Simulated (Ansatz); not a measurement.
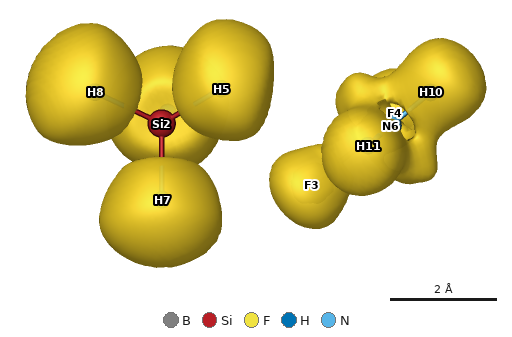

The picture shows: BF2H2N···SiH4. Isosurface of the electron localisation function at 0.75 (yellow), seen from one side. Only the valence region is drawn (cores and ρ < 0.01 e/Å³ removed).

Method: RKS BHLYP/def2-SVP (Ansatz).

```xyz
11

B    -1.5769   -0.0350   -0.8357
Si    1.8710   -0.7332    0.9730
F    -0.5046   -0.7324   -1.1800
F    -2.6657   -0.7130   -0.5214
H     0.9733    0.4378    1.1061
N    -1.5501    1.3507   -0.8012
H     2.4899   -0.7349   -0.3702
H     2.9348   -0.6365    2.0004
H     1.1013   -1.9781    1.1837
H    -2.3476    1.8969   -0.5334
H    -0.7254    1.8780   -1.0213
```

### Where are the electrons localised?

At this value the surface marks out four regions around hydrogen nuclei, two regions on F in which the atom's valence shell and bonds are merged and one joined region spread over several atoms (H, N), in which their bonds and any lone pairs are merged.

Values along the shortest contacts:
Si2···F3 (3.21 Å): the ELF dips to about 0 between them (a non-bonded, intermolecular contact). B–F (1.32 Å): the ELF peaks at about 0.85 between the atoms (a polar covalent bond).
